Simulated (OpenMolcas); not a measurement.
Single-point calculation of BF (part 4 of 4)

The same run, continued: BF (13768-60-0), SMILES [B]F; PBEsol/aug-cc-pVTZ, RKS, PCM solvent dimethylsulfoxide (OpenMolcas 26.06). The geometry comes from this level: GFN2-xTB.

Geometry of the input (Å):
```
B  0.0000  0.0000  0.0000
F  0.0000  0.0000  1.2444
```

The program's output, continued:
```
       65 F2     *d2-      -0.0000    0.0000   -0.0000   -0.0000   -0.0000    0.0000
       66 F2     *d2-      -0.0000   -0.0000    0.0000    0.0000    0.0000   -0.0000
       67 F2     *d1-       0.0014   -0.0000   -0.0000   -0.0034   -0.0034   -0.0000
       68 F2     *d1-       0.0256    0.0000    0.0000    0.0104    0.0104    0.0000
       69 F2     *d1-      -0.1046   -0.0000    0.0000   -0.1415   -0.1413   -0.0000
       70 F2     *d0        0.0000   -0.0013    0.0000    0.0000    0.0000   -0.0067
       71 F2     *d0       -0.0000    0.0433   -0.0162   -0.0000   -0.0000   -0.0329
       72 F2     *d0        0.0000   -0.1434    0.0213   -0.0000    0.0000    0.2111
       73 F2     *d1+       0.0014    0.0000    0.0000    0.0034   -0.0034    0.0000
       74 F2     *d1+       0.0256   -0.0000   -0.0000   -0.0104    0.0104   -0.0000
       75 F2     *d1+      -0.1046    0.0000   -0.0000    0.1415   -0.1413    0.0000
       76 F2     *d2+       0.0000   -0.0000   -0.0000    0.0000    0.0000    0.0000
       77 F2     *d2+      -0.0000    0.0000    0.0000    0.0000    0.0000    0.0000
       78 F2     *d2+       0.0000    0.0000    0.0000   -0.0000   -0.0000    0.0000
       79 F2     *f3-       0.0000    0.0000    0.0000   -0.0000    0.0000    0.0000
       80 F2     *f3-      -0.0000    0.0000   -0.0000    0.0000   -0.0000   -0.0000
       81 F2     *f2-      -0.0000   -0.0000    0.0000    0.0000    0.0000   -0.0000
       82 F2     *f2-       0.0000    0.0000   -0.0000   -0.0000   -0.0000    0.0000
       83 F2     *f1-      -0.0031   -0.0000    0.0000    0.0004    0.0004   -0.0000
       84 F2     *f1-       0.0093    0.0000   -0.0000    0.0070    0.0070    0.0000
       85 F2     *f0        0.0000   -0.0046    0.0022    0.0000    0.0000    0.0081
       86 F2     *f0       -0.0000    0.0145   -0.0024    0.0000   -0.0000   -0.0442
       87 F2     *f1+      -0.0031    0.0000   -0.0000   -0.0004    0.0004    0.0000
       88 F2     *f1+       0.0093   -0.0000    0.0000   -0.0070    0.0070   -0.0000
       89 F2     *f2+       0.0000   -0.0000    0.0000   -0.0000   -0.0000    0.0000
       90 F2     *f2+      -0.0000   -0.0000   -0.0000    0.0000    0.0000   -0.0000
       91 F2     *f3+      -0.0000    0.0000    0.0000   -0.0000   -0.0000    0.0000
       92 F2     *f3+       0.0000    0.0000   -0.0000    0.0000    0.0000   -0.0000
--

++    Molecular charges:
      ------------------

      Mulliken charges per centre and basis function type
      ---------------------------------------------------

                B1      F2
      1s       1.9879  1.9792
      2s       1.6039  1.8838
      2px      0.2898  1.8465
      2pz      0.9440  1.7826
      2py      0.2898  1.8465
      *s       0.2850 -0.0593
      *px     -0.1605  0.0144
      *pz     -0.2217 -0.2276
      *py     -0.1605  0.0144
      *d2+     0.0000 -0.0000
      *d1+     0.0025  0.0094
      *d0      0.0344  0.0068
      *d1-     0.0025  0.0094
      *d2-     0.0000 -0.0000
      *f3+     0.0000  0.0000
      *f2+     0.0000  0.0000
      *f1+    -0.0029  0.0008
      *f0      0.0014 -0.0002
      *f1-    -0.0029  0.0008
      *f2-     0.0000 -0.0000
      *f3-     0.0000  0.0000
      Total    4.8926  9.1074

      N-E      0.1074 -0.1074

      Total electronic charge=   14.000000

      Total            charge=   -0.000000
--

++    Molecular properties:
      ---------------------

      Charge (e):
                      =   -0.0000
      Dipole Moment (debye):
      Origin of the operator (angstrom)=    0.0000    0.0000    0.7878
                   X= -6.0470E-05               Y=  6.0470E-05               Z=  1.5240E+00           Total=  1.5240E+00
      Quadrupole Moment (debye*angstrom):
      Origin of the operator (angstrom)=    0.0000    0.0000    0.7878
                  XX= -1.0698E+01              XY=  1.2342E-03              XZ=  1.0166E-04              YY= -1.0698E+01
                  YZ= -1.0166E-04              ZZ= -1.5043E+01
      In traceless form (debye*angstrom)
                  XX=  2.1726E+00              XY=  1.8514E-03              XZ=  1.5250E-04              YY=  2.1726E+00
                  YZ= -1.5250E-04              ZZ= -4.3451E+00
--

--- Stop Module: scf /rc=_RC_ALL_IS_WELL_ ---
--- Module scf spent 8 seconds ---

.##################.
.# Happy landing! #.
.##################.

    Timing: Wall=10.59 User=8.65 System=1.92
```

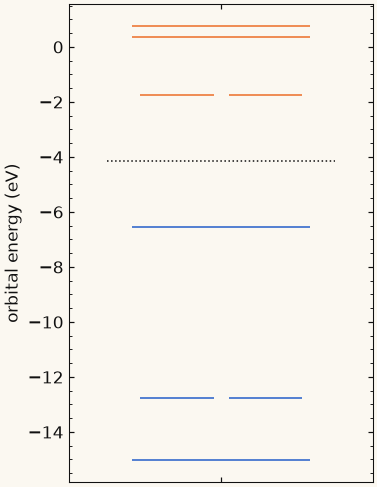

*Orbital energies near the frontier; the dotted line parts filled from empty levels, and levels within 0.02 eV of each other stand side by side.*

Highest filled −6.54 eV, lowest empty −1.74 eV, 4.80 eV apart.

Results in brief:

- outcome: converged
- total energy: −124.155842 hartree
- basis functions: 92
- HOMO: −6.54 eV
- LUMO: −1.74 eV
- dipole moment: 1.52 debye
- wall time: 11 s
- peak memory: 0.51 GiB
